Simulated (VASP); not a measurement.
Band structure of RhTe (relaxed from the rock salt structure, space group Fm-3m). Calculation: PBE GGA, VASP's PBE PAW potentials (set 64) (plane waves; VASP 6.6.1).

Unless said otherwise, spin-orbit coupling is left out, though it shifts the bands of the heavy elements here.

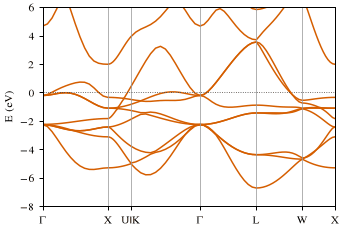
Figure. Bands along high-symmetry lines, zero at the valence-band maximum or, without a gap, the Fermi level

Task: Read the plot: is there a gap, and where are the band edges?

Result: It has no gap at this level: it comes out as a metal or semimetal. (Edges off the drawn lines would not show.)

The structure was generated: RhTe was put into the rock salt type (Fm-3m), which need not be its known phase. It was relaxed first, which changed the volume by -26 %. The electron count is odd and the run is not spin-polarised, which forces a metal.
